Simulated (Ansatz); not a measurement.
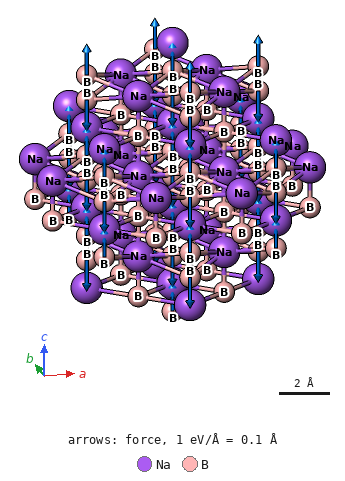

Starting geometry of solid Na2B3 (a generated structure, set up in P4/mmm) (coarse preliminary run) with the computed forces as blue arrows. A ball-and-stick model of the atoms within 5.8 Å of the atom that moves most (axes of the cell of the calculation), seen slightly off an axis.

Level of theory: Ansatz 0.2.0, DFT PBE, scalar-relativistic, plane waves, PAW.

Input
```yaml
crystal:
  lattice:
    - [3.5209081, 0.0, 0.0]
    - [0.0, 3.5209081, 0.0]
    - [0.0, 0.0, 3.32955031]
  atoms:
    - { symbol: Na, position: [0.0, 0.0, 0.5] }
    - { symbol: Na, position: [0.5, 0.5, 0.0] }
    - { symbol: B, position: [0.0, 0.0, 0.15400555] }
    - { symbol: B, position: [0.0, 0.0, 0.84599445] }
    - { symbol: B, position: [0.5, 0.5, 0.5] }
basis:
  ecutwfc: 420
kpoints:
  mp_grid: { grid: [6, 6, 6] }
hamiltonian:
  xc: pbe
scf:
  occupations: { method: gaussian, width: 0.1 }
  lower_state_search: "off"
output:
  forces: true
  stress: true
  eigenvalues: true
relax:
  adjacent_minimum: "off"
  f_tol: 0.04
  max_steps: 70
  cell: { stress_tol: 0.4 }
```

Command:
```bash
ansatz run input.yaml --threads 1 --pin off --max-ram 2048MiB --backend cpu --events-out ev --progress --plain --runs-dir out
```

Q: What follows when this structure is relaxed?

A: It isn't relaxed: the largest force vector, on B atoms, is 13.27 eV/Å. Measured relative to the changing cell, the final displacements run against the starting forces (cosine between the two patterns −1.00). Over 23 accepted moves (26 points after the start) the energy falls by 35.432 eV per cell of the calculation. The largest force component goes from 13 to 0.0011 eV/Å. Pressure: 189.32 GPa at the start and 0.02 GPa at the end. At 3 points the geometry stayed and the basis and grid were re-selected for the new cell (energy shift of 2.205 eV per cell of the calculation at most each time). The largest moves relative to the cell, 0.22 Å, are those of B3 and B4. B4 goes along +c. Na stays in place. Cell: a = b 3.521 → 3.774 Å (+7.2 %), c 3.330 → 6.566 Å (+97.2 %). Volume +126.6 %. Near-neighbour distances that change, for instance: B3–B4 2.304 → 4.983 Å, Na1–B3 2.178 → 4.074 Å, Na2–B5 1.665 → 3.283 Å, Na1–B3 (another image) 1.152 → 2.492 Å. Among the angles between lasting bonds that change: Na2–B3–Na2 156.7° → 147.0°, Na2–B3–B4 78.4° → 73.5°, Na1–B3–Na2 101.6° → 106.5°. The space group stays P4/mmm (No. 123). The run took 60 s on 1 thread of Intel(R) Xeon(R) Platinum 8375C CPU @ 2.90GHz (Ice Lake), with other jobs on the host, peak memory 0.44 GiB.
